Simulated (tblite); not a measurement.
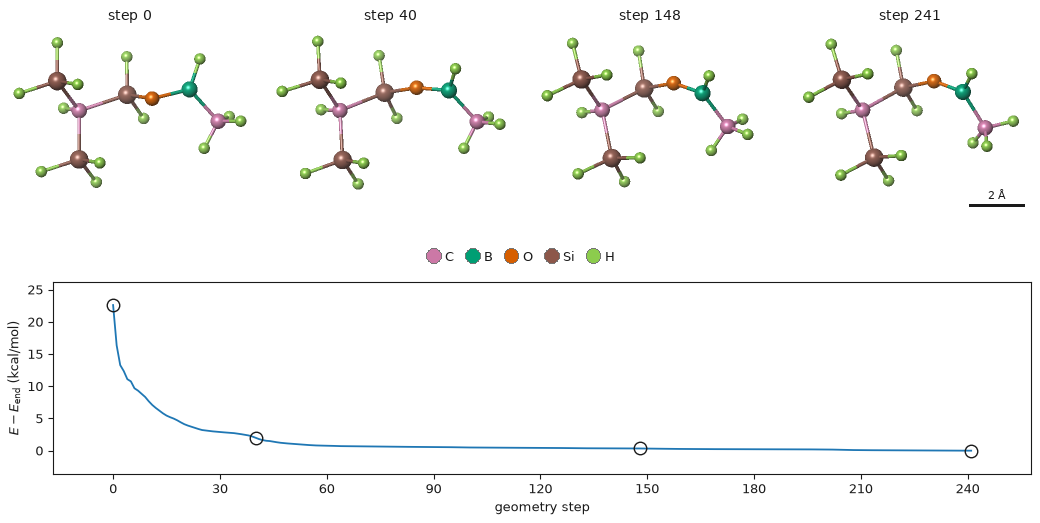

Frames of a relaxation of C2H13BOSi3, marked on the history of the run. Style: ball-and-stick. Shown face on.

Method: tblite 0.8.0, GFN2-xTB geometry optimisation, gas phase. 

> Describe the path.

An H atom moves most after the best rigid fit: 1.56 Å. By element the largest moves are H 1.56 Å, O 1.09 Å, Si 0.63 Å, C 0.56 Å, B 0.31 Å. Near-neighbour distances that change, for instance: B–Si 2.540 → 2.847 Å, B–O 1.451 → 1.320 Å, O–Si 1.733 → 1.616 Å, C–Si 1.861 → 1.903 Å. Bond angles that change, for instance: B–O–Si 105.5° → 151.5°, O–Si–H 110.3° → 102.8°, C–Si–H 109.6° → 114.2°. Groups turn about B–O by about 100°, O–Si by about 85°. The energy falls by 22.6 kcal/mol in 241 geometry steps. The run took 3.8 s on 1 thread of Arm Neoverse N1, on a shared host. From step 0 to 40: an H atom moves most (1.03 Å), energy −20.6 kcal/mol. From step 40 to 148: an H atom moves most (0.66 Å), energy −1.67 kcal/mol. From step 148 to 241: an H atom moves most (0.87 Å), energy −0.34 kcal/mol.

```
step  E − E(0), kcal/mol
   0                0.00
   1               -6.26
   2               -9.33
   3              -10.26
   4              -11.51
   5              -11.86
   6              -12.92
   7              -13.29
   8              -13.77
   9              -14.27
  10              -14.93
  22              -18.89
  34              -19.89
  46              -21.30
  59              -21.83
  71              -21.95
  83              -22.02
  95              -22.07
 107              -22.15
 119              -22.17
 132              -22.23
 144              -22.25
 156              -22.32
 168              -22.37
 180              -22.39
 192              -22.40
 205              -22.48
 217              -22.55
 229              -22.59
 241              -22.61
```
